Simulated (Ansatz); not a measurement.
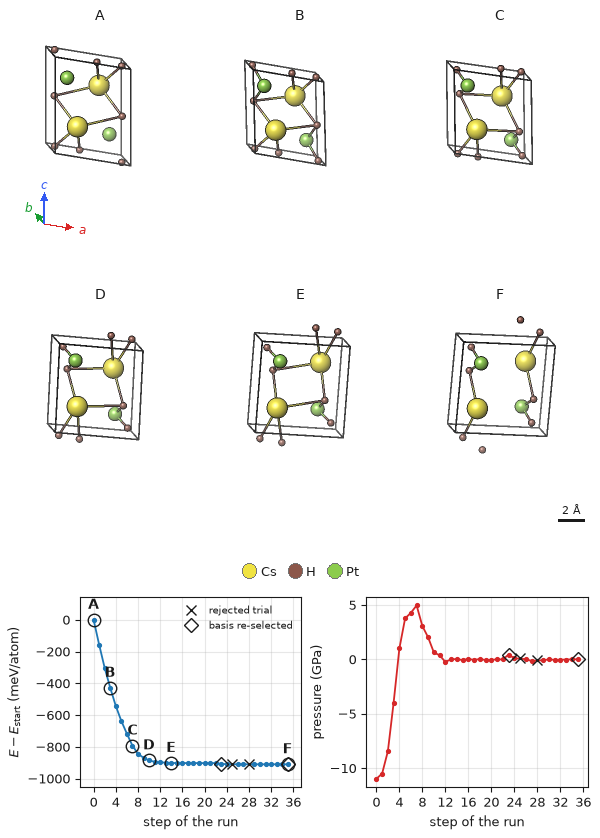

Frames of a relaxation of solid CsH3Pt (built on the DyB3Mo-11 type type), marked on the history of the run. A ball-and-stick model of the cell of the calculation, seen slightly off an axis.

Theory: DFT, PBEsol, plane waves, PAW (Ansatz 0.2.0).

Input file:
```yaml
crystal:
  lattice:
    - [6.29828607, 0.0, 0.0]
    - [0.0, 3.66381982, 0.0]
    - [-1.67162048, 0.0, 7.75469325]
  atoms:
    - { symbol: Cs, position: [0.67507196, 0.75, 0.70971323] }
    - { symbol: Cs, position: [0.32492804, 0.25, 0.29028677] }
    - { symbol: H, position: [0.08121802, 0.75, 0.52505462] }
    - { symbol: H, position: [0.91878198, 0.25, 0.47494538] }
    - { symbol: H, position: [0.08758052, 0.75, 0.00420672] }
    - { symbol: H, position: [0.91241948, 0.25, 0.99579328] }
    - { symbol: H, position: [0.41653927, 0.75, 0.00669995] }
    - { symbol: H, position: [0.58346073, 0.25, 0.99330005] }
    - { symbol: Pt, position: [0.81225433, 0.75, 0.21942682] }
    - { symbol: Pt, position: [0.18774567, 0.25, 0.78057318] }
kpoints:
  mp_grid: { grid: [4, 6, 4] }
hamiltonian:
  xc: pbesol
scf:
  occupations: { method: fermi_dirac, width: 0.03 }
relax:
  f_tol: 0.01
  cell: {}
  max_steps: 120
```

Launched with:
```bash
ansatz run input.yaml --threads 4 --pin off --max-ram 4608MiB --backend cpu --events-out ev --progress --plain --runs-dir out
```

Q: Describe the path.

A: The largest moves relative to the cell, 1.91 Å, are those of H7 and H8. H8 goes roughly along +c. Largest moves by element: H 1.91 Å, Cs 0.71 Å, Pt 0.42 Å. The drawn cell changes as follows: a 6.298 → 7.511 Å (+19.2 %), b 3.664 → 2.952 Å (−19.4 %), c 7.933 → 7.439 Å (−6.2 %), β 102.2° → 90.1°; the volume changes by −7.8 %. Some distances before and after: Cs1–H8 3.049 → 4.126 Å, H7–Pt10 2.750 → 1.843 Å, Cs1–H3 3.718 → 4.621 Å, H5–Pt10 2.715 → 1.856 Å. New bonds form, among them: H3–Pt10 (2.71 → 1.85 Å), H4–Pt9 (2.71 → 1.85 Å), H5–Pt10 (2.72 → 1.86 Å), H6–Pt9 (2.72 → 1.86 Å). Bonds break, among them: Cs1–H8 (3.05 → 4.13 Å), Cs2–H7 (3.05 → 4.13 Å). Among the angles between lasting bonds that change: Cs1–H4–Cs2 142.0° → 116.6°, Cs1–H5–Cs2 139.5° → 116.8°, Cs2–H5–Cs2 73.8° → 55.2°. The space group stays P2_1/m (No. 11). Over 31 accepted moves (35 points after the start) the energy falls by 910 meV per atom. Largest force component: 0.45 eV/Å at the start, 0.0016 eV/Å at the end. Pressure: −10.97 GPa at the start and 0.02 GPa at the end. The line search rejected the trial steps at points 25, 28 of the run. The SCF was repeated twice at an unchanged geometry on a basis and grid sized afresh for the cell, which shifted the energy by 4.9 meV per atom at most. From step 0 to 3: H atoms move most (0.21 Å), volume −28.9 %, energy −428 meV per atom. From step 3 to 7: H atoms move most (0.69 Å), volume +0.8 %, energy −364 meV per atom. From step 7 to 10: H atoms move most (0.37 Å), volume +17.2 %, energy −93.2 meV per atom. From step 10 to 14: H atoms move most (0.36 Å), volume +6.5 %, energy −16.2 meV per atom. From step 14 to 35: H atoms move most (0.65 Å), volume +3.0 %, energy −8.5 meV per atom.

| step | E − E(0), meV/atom | largest force component, eV/Å | pressure, GPa | volume, Å³/atom | note |
| --- | --- | --- | --- | --- | --- |
| 0 | 0.00 | 0.4480 | -10.97 | 17.895 |  |
| 1 | -156.58 | 0.5439 | -10.49 | 15.978 |  |
| 2 | -303.44 | 0.7591 | -8.43 | 14.195 |  |
| 3 | -428.08 | 1.2375 | -3.97 | 12.730 |  |
| 4 | -542.32 | 1.4942 | 1.01 | 11.943 |  |
| 5 | -636.96 | 1.2739 | 3.77 | 11.822 |  |
| 6 | -717.00 | 0.6495 | 4.28 | 12.154 |  |
| 7 | -791.99 | 0.5209 | 4.96 | 12.827 |  |
| 8 | -843.21 | 0.3091 | 3.07 | 13.875 |  |
| 9 | -868.49 | 0.2595 | 2.03 | 14.339 |  |
| 10 | -885.19 | 0.1846 | 0.64 | 15.029 |  |
| 11 | -893.76 | 0.1180 | 0.38 | 15.489 |  |
| 13 | -898.66 | 0.1632 | 0.00 | 16.158 |  |
| 14 | -901.38 | 0.0319 | 0.04 | 16.004 |  |
| 15 | -901.49 | 0.0440 | -0.06 | 16.010 |  |
| 17 | -901.88 | 0.0153 | -0.04 | 16.033 |  |
| 18 | -901.97 | 0.0042 | 0.04 | 16.013 |  |
| 19 | -902.01 | 0.0327 | -0.05 | 16.031 |  |
| 21 | -902.05 | 0.0024 | 0.01 | 16.044 |  |
| 22 | -902.05 | 0.0055 | -0.01 | 16.052 |  |
| 23 | -906.99 | 0.0091 | 0.45 | 16.052 | same geometry, new basis |
| 24 | -908.67 | 0.0704 | 0.11 | 16.326 |  |
| 26 | -909.45 | 0.0087 | 0.02 | 16.447 |  |
| 27 | -909.46 | 0.0418 | -0.14 | 16.508 |  |
| 28 | -909.37 | 0.0432 | -0.07 | 16.546 | rejected |
| 30 | -909.57 | 0.0025 | 0.00 | 16.489 |  |
| 31 | -909.59 | 0.0044 | -0.04 | 16.500 |  |
| 32 | -909.59 | 0.0097 | -0.03 | 16.501 |  |
| 34 | -909.60 | 0.0015 | 0.00 | 16.492 |  |
| 35 | -909.87 | 0.0016 | 0.02 | 16.492 | same geometry, new basis |
